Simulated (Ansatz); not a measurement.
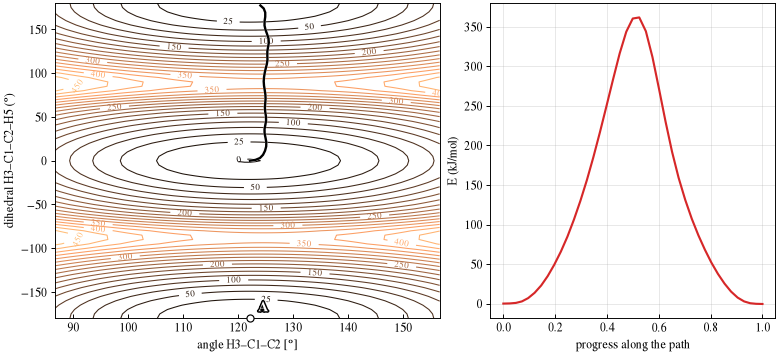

C2H4, SMILES C=C. First axis: angle H3–C1–C2. Second axis: dihedral H3–C1–C2–H5. Nothing is relaxed (all other coordinates rigid). The grid has 15 × 15 points; 120 points were computed and 105 follow by symmetry. Points are written as (first, second). All energies are given in kJ/mol relative to the relaxed molecule at the same level. The dihedral twists a double bond; near 90° a spin-restricted reference is unreliable. Computed with RKS B3LYP-D4/def2-TZVP (Ansatz).

The picture shows contour lines labelled in kJ/mol, a line along the lowest path, the energy along the path at the right, the start A. Between grid points the surface is interpolated.

Describe the path and its barrier.

The easiest path leads from the well at (121.7°, −180°) to a well of about the same depth at about (122°, 0°). Its highest point lies about 360 kJ/mol above the bottom of the first well on the interpolated surface, at about (125°, 85°). The start is the relaxed structure and all else is held, so a fully relaxed path at this level can only be lower.
